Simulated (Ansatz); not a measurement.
**Cu3Si: pressure series**

Start from Cu3Si (space group P6_3/mmc, No. 194; a = 5.114 Å, c = 4.080 Å; a cell from a computed database, its experimental status unchecked).

Cell and atoms are relaxed at each pressure.

Level of theory: PBEsol in Ansatz (plane waves to 420 eV, PAW, scalar-relativistic without spin-orbit coupling).

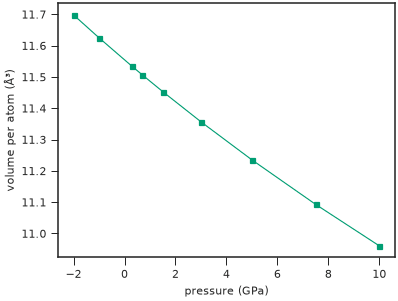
Volume against pressure

### Question
Estimate the zero-pressure bulk modulus from the plot.

### Answer
About 170 GPa; a third-order Birch–Murnaghan fit to the points gives V₀ = 11.55 Å³/atom, B₀ = 167 GPa and B₀′ = 4.8.

Load acts through the strain it causes; cell and atoms are relaxed under it. Whether these cells are dynamically stable was not tested. No other phases were tried under pressure. The final runs are not spin-polarised.

Ansatz is an electronic-structure program.
